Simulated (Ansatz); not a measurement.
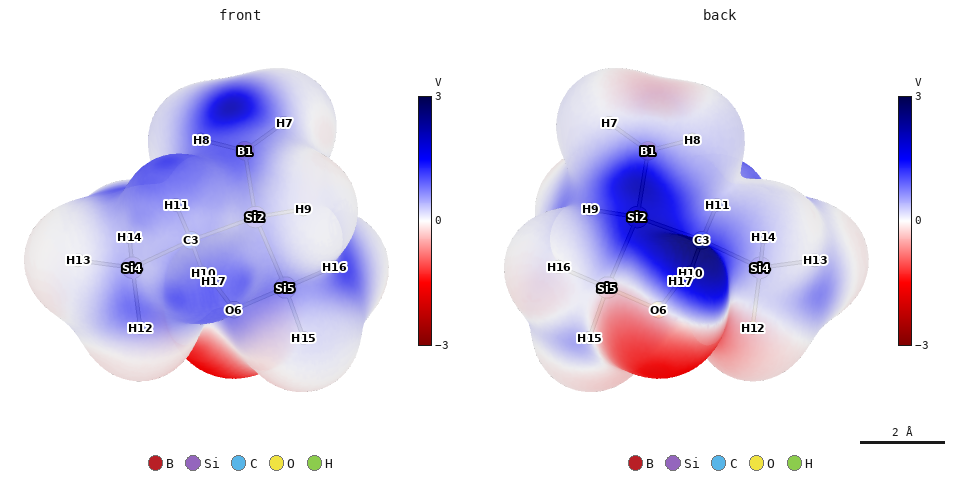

*CH₁₁BOSi₃. The electrostatic potential painted on the density surface at 0.002 e/bohr³, seen from the front and from behind; the colour scale runs from red (negative) to blue (positive).*

All numbers below come from Ansatz 0.2.0, RKS B3LYP-D4/6-31G*.

The calculation's input:

```
crystal:
  periodic: [false, false, false]
  atoms:
    - { symbol: B, position_ang: [-1.6271, -1.4245, -0.4087] }
    - { symbol: Si, position_ang: [-0.4656, -0.6039, 0.8791] }
    - { symbol: C, position_ang: [1.2909, -0.9138, 0.392] }
    - { symbol: Si, position_ang: [1.8076, -0.1519, -1.2609] }
    - { symbol: Si, position_ang: [-0.8742, 1.5798, 1.0782] }
    - { symbol: O, position_ang: [-0.8145, 2.3651, -0.4419] }
    - { symbol: H, position_ang: [-2.4207, -0.6913, -0.989] }
    - { symbol: H, position_ang: [-1.5841, -2.5183, -0.6629] }
    - { symbol: H, position_ang: [-0.7037, -1.2241, 2.2224] }
    - { symbol: H, position_ang: [1.9907, -0.4751, 1.2012] }
    - { symbol: H, position_ang: [1.486, -2.0097, 0.3798] }
    - { symbol: H, position_ang: [1.6619, 1.31, -1.1615] }
    - { symbol: H, position_ang: [3.0576, -0.5073, -1.6445] }
    - { symbol: H, position_ang: [0.7762, -0.6544, -2.2599] }
    - { symbol: H, position_ang: [0.13, 2.1706, 1.9871] }
    - { symbol: H, position_ang: [-2.208, 1.8041, 1.6952] }
    - { symbol: H, position_ang: [-1.5221, 1.9442, -0.9657] }
basis:
  gaussian: { orbitals: "6-31G*" }
hamiltonian:
  xc: b3lyp
  dispersion: d4
relax:
  f_tol: 0.02
  max_steps: 50
output:
  orbitals: {}
```

Launched as:

```sh
ansatz run input.yaml --threads 2 --pin off --max-ram 3072MiB --backend cpu --events-out ev --progress --plain --runs-dir out
```

The fields are those of the relaxed geometry.

### Where is the surface potential most negative and most positive?

The most negative region (about −1.5 V) lies over O6, the most positive (about +2.6 V) over H17. O6 is the likeliest acceptor of a hydrogen bond.
